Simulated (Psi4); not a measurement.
**One shape, several levels: HNO (nitroxyl)**

Aim: a comparison of 4 runs (HF/3-21G, B3LYP/6-31G*, TPSSh/def2-TZVPPD) of HNO (nitroxyl). 

Program for the calculation: Psi4 1.11.

1 further run of the same task is left out (set aside as unsound or not needed).

## Step 1: The structure to begin with

The species is HNO (3 atoms), meant as a singlet with charge 0. SMILES: `N=O`. The N1–H3 distance was set to 1.382 Å, away from the relaxed value.

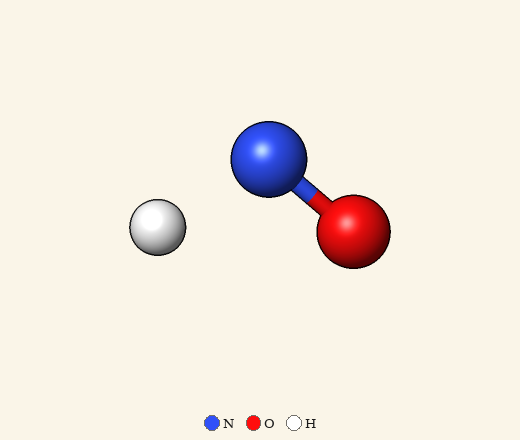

Viewed from a chosen angle; nitrogen blue, oxygen red, hydrogen white.

## Step 2: The energy at HF/3-21G (run 1)

Input file hno.in:

```
memory 2.2 GB

molecule {
  0 1
  N     -0.227324     0.619652    -0.050496
  O      0.811676     0.704062     0.523164
  H     -0.471600    -0.709980    -0.339350
  units angstrom
  symmetry c1
  no_reorient
  no_com
}

set basis 3-21G
set puream true
set e_convergence 1e-09
set d_convergence 1e-08
set scf_type pk

e, wfn = energy('scf', return_wfn=True)
oeprop(wfn, 'LOWDIN_CHARGES', 'MAYER_INDICES', 'MULLIKEN_CHARGES')
```

On the command line:

```console
$ psi4 -n 1 hno.in hno.out
```

hno.out:

```text
[...]
  Running in c1 symmetry.
[...]
  Nuclear repulsion =   29.605711767497866
[...]
  Multiplicity = 1
[...]
  Nalpha       = 8
  Nbeta        = 8
[...]
    Number of basis functions: 20
[...]
   @RHF iter   1:  -128.96382476275033   -6.90838e-01   1.35309e-02 DIIS/ADIIS
[...]
   @RHF iter  12:  -129.00001652956880   -5.68434e-14   2.45466e-09 DIIS
[...]
    Orbital Energies [Eh]
    ---------------------
    Doubly Occupied:
       1A    -20.574335     2A    -15.677369     3A     -1.573710
       4A     -0.933625     5A     -0.715200     6A     -0.655826
       7A     -0.610601     8A     -0.394804
[...]
  @RHF Final Energy:  -129.00001652956880
   => Energetics <=
    Nuclear Repulsion Energy =             29.6057117674978656
    One-Electron Energy =                -234.9405180038211256
    Two-Electron Energy =                  76.3347897067544494
    Total Energy =                       -129.0000165295688248
[...]
 Multipole Moments:
 ------------------------------------------------------------------------------------
     Multipole            Electronic (a.u.)      Nuclear  (a.u.)        Total (a.u.)
 ------------------------------------------------------------------------------------
 L = 1.  Multiply by 2.5417464519 to convert [e a0] to [Debye]
 Dipole X            :         -8.6325437            8.3725072           -0.2600365
 Dipole Y            :        -17.9766801           17.4990151           -0.4776650
 Dipole Z            :         -6.7970950            6.5998496           -0.1972454
 Magnitude           :                                                    0.5785228
[...]
  Mulliken Charges: (a.u.)
   Center  Symbol    Alpha    Beta     Spin     Total
       1     N     3.41623  3.41623  0.00000  0.16754
       2     O     4.15525  4.15525  0.00000 -0.31050
       3     H     0.42852  0.42852  0.00000  0.14296
   Total alpha =  8.00000, Total beta =  8.00000, Total charge = -0.00000
  Lowdin Charges: (a.u.)
   Center  Symbol    Alpha    Beta     Spin     Total
       1     N     3.46753  3.46753  0.00000  0.06495
       2     O     4.06882  4.06882  0.00000 -0.13765
       3     H     0.46365  0.46365  0.00000  0.07270
[...]
```

It took 4.8 s on 1 thread of Intel Xeon at 2.50GHz (Skylake/Cascade Lake), shared host; peak memory 0.18 GiB.

## Step 3: A single-point energy at B3LYP/6-31G(d) (spherical functions) (run 2)

Input file input.in:

```
memory 2200 MB

molecule geom {
  0 1
  N     -0.42958010     1.17097257    -0.09542361
  O      1.53384534     1.33048435     0.98863668
  H     -0.89119484    -1.34166775    -0.64127856
  units au
  symmetry c1
}

set {
  basis                6-31G*
  puream               true
  e_convergence        1e-09
  d_convergence        1e-08
  scf_type             pk
  dft_radial_points    99
  dft_spherical_points 590
}

e, wfn = energy('b3lyp', return_wfn=True)
print_variables()
```

On the command line:

```console
$ psi4 -i input.in -o input.out -n 1
```

input.out:

```text
[...]
  Running in c1 symmetry.
[...]
  Nuclear repulsion =   29.605711818448846
[...]
  Multiplicity = 1
[...]
  Nalpha       = 8
  Nbeta        = 8
[...]
    Number of basis functions: 30
[...]
   @RKS iter   1:  -130.38846433302018   -3.61456e-01   1.11561e-02 ADIIS/DIIS
[...]
   @RKS iter  11:  -130.44189270958293   -5.68434e-14   2.07945e-09 DIIS
[...]
    Orbital Energies [Eh]
    ---------------------
    Doubly Occupied:
       1A    -19.257540     2A    -14.499030     3A     -1.205291
       4A     -0.689021     5A     -0.521807     6A     -0.484136
       7A     -0.470803     8A     -0.249185
[...]
  @RKS Final Energy:  -130.44189270958293
   => Energetics <=
    Nuclear Repulsion Energy =             29.6057118184488459
    One-Electron Energy =                -236.2366664533875849
    Two-Electron Energy =                  88.8558224586359984
    DFT Exchange-Correlation Energy =     -12.6667605332801703
    Empirical Dispersion Energy =           0.0000000000000000
    VV10 Nonlocal Energy =                  0.0000000000000000
    Total Energy =                       -130.4418927095829304
[...]
 Multipole Moments:
 ------------------------------------------------------------------------------------
     Multipole            Electronic (a.u.)      Nuclear  (a.u.)        Total (a.u.)
 ------------------------------------------------------------------------------------
 L = 1.  Multiply by 2.5417464519 to convert [e a0] to [Debye]
 Dipole X            :          0.7751452           -0.8890788           -0.1139336
 Dipole Y            :          1.0070801           -1.2530263           -0.2459461
 Dipole Z            :         -0.0000000            0.0000000           -0.0000000
 Magnitude           :                                                    0.2710542
[...]
```

Run time: 9.3 s. Hardware: 1 thread of Intel Xeon at 2.50GHz (Skylake/Cascade Lake), shared host; peak memory 0.35 GiB.

Run 3 isn't shown in full; the table further down has it.

## Step 4: The energy at TPSSh/def2-TZVPPD (run 4)

Input file job.inp:

```
memory 2200 MB

molecule system {
  0 1
  N     -0.42958010     1.17097257    -0.09542361
  O      1.53384534     1.33048435     0.98863668
  H     -0.89119484    -1.34166775    -0.64127856
  units bohr
  symmetry c1
  no_reorient
  no_com
}

set {
  basis                def2-TZVPPD
  puream               true
  e_convergence        1e-09
  d_convergence        1e-08
  scf_type             pk
  dft_radial_points    99
  dft_spherical_points 590
}

e, wfn = energy("tpssh", return_wfn=True)
oeprop(wfn, "MULLIKEN_CHARGES", "MAYER_INDICES", "QUADRUPOLE")
print_variables()
```

On the command line:

```console
$ psi4 job.inp job.out -n 1
```

job.out:

```text
[...]
  Running in c1 symmetry.
[...]
  Nuclear repulsion =   29.605711818448846
[...]
  Multiplicity = 1
[...]
  Nalpha       = 8
  Nbeta        = 8
[...]
    Number of basis functions: 94
[...]
   @RKS iter   1:  -130.43915696229504   -3.31412e-01   4.30131e-03 DIIS/ADIIS
[...]
   @RKS iter  10:  -130.50710982479947   -2.42437e-11   8.91912e-09 DIIS
[...]
    Orbital Energies [Eh]
    ---------------------
    Doubly Occupied:
       1A    -19.164256     2A    -14.412970     3A     -1.179290
       4A     -0.676413     5A     -0.505911     6A     -0.472305
       7A     -0.455597     8A     -0.239099
[...]
  @RKS Final Energy:  -130.50710982479947
   => Energetics <=
    Nuclear Repulsion Energy =             29.6057118184488459
    One-Electron Energy =                -236.3087344624121329
    Two-Electron Energy =                  90.3648547288164252
    DFT Exchange-Correlation Energy =     -14.1689419096526024
    Empirical Dispersion Energy =           0.0000000000000000
    VV10 Nonlocal Energy =                  0.0000000000000000
    Total Energy =                       -130.5071098247994712
[...]
 Multipole Moments:
 ------------------------------------------------------------------------------------
     Multipole            Electronic (a.u.)      Nuclear  (a.u.)        Total (a.u.)
 ------------------------------------------------------------------------------------
 L = 1.  Multiply by 2.5417464519 to convert [e a0] to [Debye]
 Dipole X            :         -8.4476334            8.3725072           -0.0751262
 Dipole Y            :        -17.7294426           17.4990150           -0.2304276
 Dipole Z            :         -6.6677011            6.5998496           -0.0678515
 Magnitude           :                                                    0.2516836
 L = 2.  Multiply by 1.3450342976 to convert [e a0^2] to [Debye ang]
 Quadrupole XX       :        -29.9901954           20.9074539           -9.0827415
 Quadrupole XY       :        -13.8750050           14.0005595            0.1255545
[...]
  Mulliken Charges: (a.u.)
   Center  Symbol    Alpha    Beta     Spin     Total
       1     N     3.43800  3.43800  0.00000  0.12400
       2     O     4.08500  4.08500  0.00000 -0.17000
       3     H     0.47700  0.47700  0.00000  0.04600
   Total alpha =  8.00000, Total beta =  8.00000, Total charge =  0.00000
  Mayer Bond Indices:
[...]
```

Run time: 46 s. Hardware: 1 thread of Intel Xeon at 2.50GHz (Skylake/Cascade Lake), shared host; peak memory 0.91 GiB.

## Step 5: Overview of the runs

```csv
run,level,integration grid,Cartesian functions,energy (Eh),dipole moment (D),HOMO energy (eV),LUMO energy (eV),wall time
1,HF/3-21G,–,no,-129.000017,1.47,-10.74,2.63,4.8 s
2,B3LYP/6-31G* (spherical functions),99 radial × 590 angular,no,-130.441893,0.69,-6.78,-3.05,9.3 s
3,B3LYP/6-31G* (Cartesian functions),99 radial × 590 angular,yes,-130.444996,0.69,-6.81,-3.08,8.4 s
4,TPSSh/def2-TZVPPD,99 radial × 590 angular,no,-130.507110,0.64,-6.51,-3.75,46 s
```

## Step 6: Summary of results

| quantity | value |
| --- | --- |
| run 4: total energy | -130.50711 Eh |
| run 4: dipole moment | 0.64 D |
| run 4: HOMO energy | -6.51 eV |
| run 4: LUMO energy | -3.75 eV |
| run 4: HOMO–LUMO gap | 2.76 eV |

What this shows: The dipole moment (its size) runs from 0.64 D (TPSSh/def2-TZVPPD) to 1.47 D (HF/3-21G). The two ends differ in method and basis. The HOMO–LUMO gap runs from 2.76 eV (TPSSh/def2-TZVPPD) to 13.37 eV (HF/3-21G). Totals of different functionals can't be ranked against each other. All runs together took 69 s, the longest 46 s.
